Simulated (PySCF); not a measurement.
# A workflow on BNH3OF (SMILES NB(O)F)

Aim: a transition-state search (HF-D3(0)/x2c-SVPall), then vibrational wavenumbers, then the intrinsic reaction coordinate (HF-D3(0)/x2c-SVPall), then the energy (HF-D3(0)/x2c-SVPall), then the energy (LRC-wPBEh/def2-TZVPD), then the energy of BNH3OF. The job is set up through a Python script.

Program for the calculation: PySCF 2.14.0.

## Step 1: Starting point

The species is BNH3OF (7 atoms), meant as a singlet with charge 0. As SMILES, `NB(O)F`. The run starts from this shape.

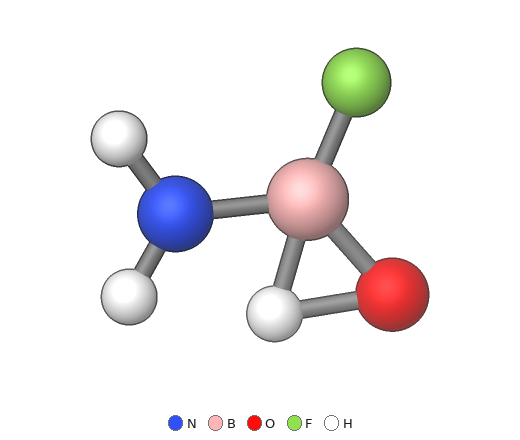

The structure, seen from a chosen angle (nitrogen blue, boron pink, oxygen red, fluorine green, hydrogen white).

## Step 2: A transition-state search at HF-D3(0)/x2c-SVPall (sfX2C) (run 1)

The input, run.py:

```python
from pyscf import gto, scf
from pyscf.geomopt.geometric_solver import kernel as optimise

mol = gto.M(
    atom='''
N     -0.531800     0.753400    -0.032100
B      0.039300    -0.505700    -0.288800
O      1.106300    -1.044300     0.367000
F     -0.494800    -1.258200    -1.256300
H     -1.320400     1.081700    -0.559700
H     -0.210100     1.394300     0.668500
H      0.638932     0.092552     0.644011
''',
    verbose=3,
    max_memory=1860,
    charge=0,
    basis='x2c-svpall',
    spin=0,
)

mf = scf.RHF(mol)
mf = mf.sfx2c1e()
mf.disp = 'd3zero'
converged, mol_eq = optimise(mf, maxsteps=60, transition=True, hessian=True)
print('converged:', converged)
print(mol_eq.tostring())

mf.reset(mol_eq)
mol = mol_eq
mf.kernel()
e_final = mf.e_tot
print('Final energy', e_final)
```

Run with:

```
$ OMP_NUM_THREADS=1 python run.py
```

Output:

```text
converged SCF energy = -255.177008918207

WARN: DFTD3 does not support analytical Hessian, using finite difference

WARN: Mole.unit (angstrom) is changed to Bohr

maxiter                   60
transition                True
----------------------------------------------------------
 Transition state optimization requested.
Custom engine selected.
Requested bond order-based connectivity but it is not available in the current engine
Bonds will be generated from interatomic distances less than 1.20 times sum of covalent radii
21 internal coordinates being used (instead of 21 Cartesians)
Internal coordinate system (atoms numbered from 1):
Distance 1-2
Distance 1-5
Distance 1-6
Distance 2-3
Distance 2-4
Distance 2-7
Angle 2-1-6
Angle 5-1-6
Angle 1-2-7
Angle 3-2-7
LinearAngleX 4-2-7
LinearAngleY 4-2-7
Out-of-Plane 1-2-5-6
Out-of-Plane 2-1-3-4
Out-of-Plane 2-1-3-7
Out-of-Plane 2-1-4-7
Out-of-Plane 2-3-4-7
Dihedral 5-1-2-3
Dihedral 5-1-2-4
Dihedral 5-1-2-7
Dihedral 6-1-2-3
Dihedral 6-1-2-4
Dihedral 6-1-2-7
Translation-X 1-7
Translation-Y 1-7
[... 28 lines left out ...]
WARN: Mole.unit (angstrom) is changed to Bohr
[... 24 lines left out ...]
Zero-point vibrational energy:                                   27.9410 kcal/mol
[... 74 lines left out ...]
converged SCF energy = -255.180540066361
[... 129 lines left out ...]
converged SCF energy = -255.151576034935
[... 129 lines left out ...]
converged SCF energy = -255.156914507921
[... 129 lines left out ...]
converged SCF energy = -255.169120180787
[... 129 lines left out ...]
converged SCF energy = -255.193299467981
[... 129 lines left out ...]
converged SCF energy = -255.212189633121
[... 129 lines left out ...]
converged SCF energy = -255.224529290159
[... 129 lines left out ...]
converged SCF energy = -255.22744754406
[... 129 lines left out ...]
converged SCF energy = -255.228133063883
[... 119 lines left out ...]
Converged! =D
[... 1 line left out ...]
converged: True
N          -0.35129044        0.77135892        0.07042641
B           0.05594587       -0.67959739       -0.36230505
O           0.82548081       -1.02573696        0.59453524
F          -0.39249608       -1.22938871       -1.46963935
H          -1.30927415        0.93604225        0.33093438
H          -0.01535568        1.54185985       -0.48294536
H           0.41539120        0.19979129        0.86029494
converged SCF energy = -255.228158004669
Final energy -255.2281580046695
```

It took 6.7 min on 1 thread of Intel Xeon at 2.50GHz (Skylake/Cascade Lake), shared host; peak memory 0.22 GiB.

Step by step:

```tsv
step	energy from the first frame kept (eV)	largest force (eV/Å)
0	0.0000	8.1619
2	-0.0832	7.7821
4	-0.0223	7.3537
6	0.4062	5.7447
8	0.6921	3.3401
10	0.6614	1.6966
12	0.5757	0.3960
14	0.5205	0.6940
16	0.4467	0.8764
18	0.2147	1.2108
20	-0.0643	1.3219
22	-0.3264	1.3142
24	-0.5558	1.3251
26	-0.7649	1.3068
28	-0.9573	1.2250
30	-1.1291	0.9717
32	-1.2521	0.5491
34	-1.3272	0.4019
36	-1.3534	0.3907
38	-1.3725	0.3768
40	-1.3801	0.3079
42	-1.3883	0.1794
44	-1.3915	0.1106
46	-1.3918	0.0224
47	-1.3918	0.0171
```

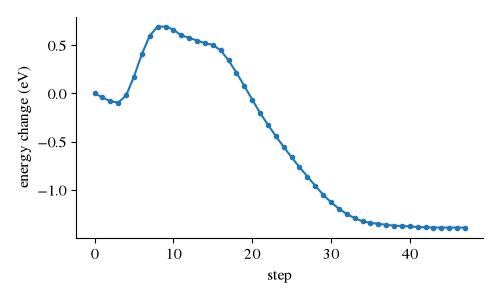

Energy along the run.

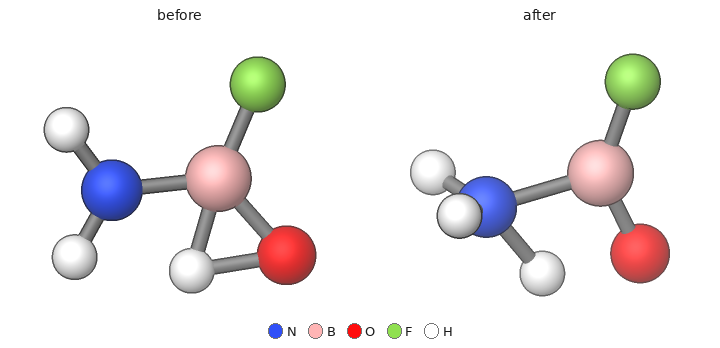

Before and after, at one scale.

After the run. Bond lengths: N1–B2 1.568 Å, B2–O3 1.276 Å, B2–F4 1.315 Å, N1–H5 1.006 Å, N1–H6 1.006 Å. Angles: N1–B2–O3 101.6°, N1–B2–F4 122.1°, O3–B2–F4 136.4°, B2–N1–H5 118.0°, B2–N1–H6 118.0°, H5–N1–H6 109.6°. A long bond or contact: O3–H7 1.319 Å.

## Step 3: Vibrational wavenumbers at HF-D3(0)/x2c-SVPall (sfX2C) (run 2)

The input, job.py:

```python
import numpy
from pyscf import gto, scf, symm
from pyscf.hessian import thermo

mol = gto.M(
    atom='''
N     -0.359509     1.306254     0.398627
B      0.047727    -0.144702    -0.034104
O      0.817262    -0.490842     0.922736
F     -0.400715    -0.694494    -1.141438
H     -1.316378     1.470736     0.663117
H     -0.026553     2.076082    -0.157541
H      0.407172     0.734686     1.188496
''',
    max_memory=1860,
    verbose=3,
    basis='x2c-svpall',
    charge=0,
)

mf = scf.RHF(mol)
mf = mf.sfx2c1e()
mf.disp = 'd3zero'
mf.kernel()

e_final = mf.e_tot
print('E = %.10f Eh' % e_final)
hess = mf.Hessian().kernel()
modes = thermo.harmonic_analysis(mol, hess)
print('frequencies (1/cm)', numpy.round(modes['freq_wavenumber'], 1))
symm.geom.TOLERANCE = 1e-3  # for the symmetry number
th = thermo.thermo(mf, modes['freq_au'], 500, 101325)
thermo.dump_thermo(mol, th)
```

Run with:

```
$ OMP_NUM_THREADS=1 python job.py
```

Output:

```text
converged SCF energy = -255.228156993138
E = -255.2281569931 Eh

WARN: DFTD3 does not support analytical Hessian, using finite difference

WARN: Mole.unit (angstrom) is changed to Bohr

frequencies (1/cm) [   0. +2036.9j  353.3   +0.j   434.8   +0.j   511.9   +0.j
  682.2   +0.j   885.5   +0.j   961.5   +0.j  1016.3   +0.j
 1228.8   +0.j  1527.6   +0.j  1662.6   +0.j  1811.8   +0.j
 2228.6   +0.j  3732.4   +0.j  3825.3   +0.j ]
temperature 500.0000 [K]
pressure 101325.00 [Pa]
Rotational constants [GHz] 11.72559 8.09034 4.91412
Symmetry number 1
Zero-point energy (ZPE) 0.04753 [Eh]   124786.573 [J/mol]
                           tot       elec      trans        rot        vib
Entropy [J/mol/K]       312.307      0.000    171.132    107.066     34.108
Cv [J/mol/K]             75.433      0.000     12.472     12.472     50.490
Cp [J/mol/K]             83.747      0.000     20.786     12.472     50.490
Internal energy [J/mol]                      6235.845   6235.845 135783.803
Internal energy [Eh]   -255.17169  -255.22816
Enthalpy [J/mol]                            10393.075   6235.845 135783.803
Enthalpy [Eh]          -255.17011
Gibbs free energy [J/mol]                  -75173.104 -47297.081 118729.583
Gibbs free energy [Eh] -255.22958
```

Run time: 75 s. Hardware: 1 thread of Intel Xeon at 2.50GHz (Skylake/Cascade Lake), shared host; peak memory 0.21 GiB.

## Step 4: A reaction path at HF-D3(0)/x2c-SVPall (sfX2C, path step 0.1 bohr*amu^0.5) (run 3)

The input, run.py:

```python
# NB(O)F
import numpy
from pyscf import gto
from pyscf.hessian import thermo

mol = gto.M(
    atom='''
N     -0.351290     0.771359     0.070426
B      0.055946    -0.679597    -0.362305
O      0.825481    -1.025737     0.594535
F     -0.392496    -1.229389    -1.469639
H     -1.309274     0.936042     0.330934
H     -0.015356     1.541860    -0.482945
H      0.415391     0.199791     0.860295
''',
    spin=0,
    basis='x2c-svpall',
    verbose=0,
    charge=0,
    max_memory=1860,
)

mf = mol.RHF()
mf = mf.sfx2c1e()
mf.disp = 'd3zero'
mf.kernel()
modes = thermo.harmonic_analysis(mol, mf.Hessian().kernel())
print('lowest modes (1/cm)', numpy.round(modes['freq_wavenumber'][:3], 1))
w = numpy.sqrt(mol.atom_mass_list(isotope_avg=True))[:, None]
mode = modes['norm_mode'][0] * w
mode /= numpy.linalg.norm(mode)
scanner = mf.nuc_grad_method().as_scanner()
x_ts, e_ts, ds = mol.atom_coords() * w, mf.e_tot, 0.1  # mass-weighted, bohr amu^1/2
path = []
for sign in (1, -1):
    x, e_old = x_ts + sign * ds * mode, e_ts
    for k in range(1, 13):
        e, g = scanner(mol.set_geom_(x / w, unit='bohr', inplace=False))
        if e > e_old:
            break
        path.append((sign * k * ds, e, x / w, g))
        d1 = -g / w / numpy.linalg.norm(g / w)
        g2 = scanner(mol.set_geom_((x + 0.5 * ds * d1) / w, unit='bohr', inplace=False))[1] / w  # midpoint rule
        x, e_old = x - ds * g2 / numpy.linalg.norm(g2), e
path.sort(key=lambda p: p[0])
print('s (bohr amu^1/2)   E - E(TS) (kcal/mol)')
for s, e, x, g in path:
    print('%7.2f %10.3f' % (s, (e - e_ts) * 627.5095))
for s, e, x, g in (path[0], path[-1]):
    print('end at s = %.2f' % s)
    print(mol.set_geom_(x, unit='bohr', inplace=False).tostring())
```

Run with:

```
$ OMP_NUM_THREADS=1 python run.py
```

Output:

```text
lowest modes (1/cm) [  0. +2036.9j 353.5   +0.j  434.8   +0.j ]
s (bohr amu^1/2)   E - E(TS) (kcal/mol)
  -1.20    -18.328
  -1.10    -17.280
  -1.00    -16.097
  -0.90    -14.767
  -0.80    -13.275
  -0.70    -11.606
  -0.60     -9.761
  -0.50     -7.757
  -0.40     -5.649
  -0.30     -3.576
  -0.20     -1.762
  -0.10     -0.484
   0.10     -0.492
   0.20     -2.039
   0.30     -4.582
   0.40     -7.918
   0.50    -11.742
   0.60    -15.690
   0.70    -19.429
   0.80    -22.767
   0.90    -25.702
   1.00    -28.308
   1.10    -30.642
   1.20    -32.740
end at s = -1.20
N          -0.36187581        0.78899876        0.06681975
B           0.08747334       -0.71426361       -0.33756002
O           0.83412411       -1.06152825        0.58142304
F          -0.39714195       -1.22082845       -1.47086063
H          -1.32340877        0.94870138        0.31577885
H          -0.03168896        1.55330657       -0.49821663
H           0.20523310        0.70907136        0.90660165
end at s = 1.20
N          -0.36301436        0.77305488        0.05321560
B           0.02892209       -0.63266550       -0.36964920
O           0.83132738       -1.02835625        0.60183224
F          -0.38801884       -1.23307298       -1.46546241
H          -1.32856057        0.93353300        0.27871438
H          -0.04951036        1.53205961       -0.52517950
H           0.74438398       -0.20376133        1.07812204
```

It took 6.1 min on 1 thread of Intel Xeon at 2.50GHz (Skylake/Cascade Lake), shared host; peak memory 0.21 GiB.

The path in brief:

```tsv
step	energy from the first frame kept (eV)	largest force (eV/Å)
0	0.0000	1.4678
1	0.0455	1.4997
2	0.0968	1.5161
3	0.1544	1.5184
4	0.2191	1.5099
5	0.2915	1.4917
6	0.3715	1.5408
7	0.4584	1.5891
8	0.5498	1.6509
9	0.6397	1.5629
10	0.7184	1.2600
11	0.7738	0.7299
12	0.7734	0.8093
13	0.7064	1.6459
14	0.5961	2.3731
15	0.4514	2.8875
16	0.2856	3.1189
17	0.1144	3.0460
18	-0.0477	2.8022
19	-0.1925	2.8823
20	-0.3198	2.8767
21	-0.4328	2.8115
22	-0.5340	2.7008
23	-0.6250	2.5504
```

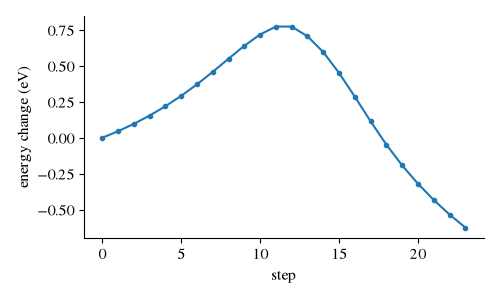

Energy along the run.

## Step 5: A single-point energy at HF-D3(0)/x2c-SVPall (sfX2C) (run 4)

The input, job.py:

```python
from pyscf import gto

molecule = gto.M(
    atom='''
N     -0.531800     0.753400    -0.032100
B      0.039300    -0.505700    -0.288800
O      1.106300    -1.044300     0.367000
F     -0.494800    -1.258200    -1.256300
H     -1.320400     1.081700    -0.559700
H     -0.210100     1.394300     0.668500
H      1.472700    -0.489200     1.055700
''',
    spin=0,
    basis='x2c-svpall',
    charge=0,
    max_memory=1860,
    verbose=3,
)

mf = molecule.RHF()
mf = mf.x2c()
mf.disp = 'd3zero'
mf.kernel()

e_tot = mf.e_tot
print(f'total energy: {e_tot:.8f} hartree')
```

Run with:

```
$ OMP_NUM_THREADS=1 python job.py
```

Output:

```text
converged SCF energy = -255.328224990845
total energy: -255.32822499 hartree
```

It took 2.9 s on 1 thread of Intel Xeon at 2.50GHz (Skylake/Cascade Lake), shared host; peak memory 0.16 GiB.

(Part 1 of 2 ends here.)
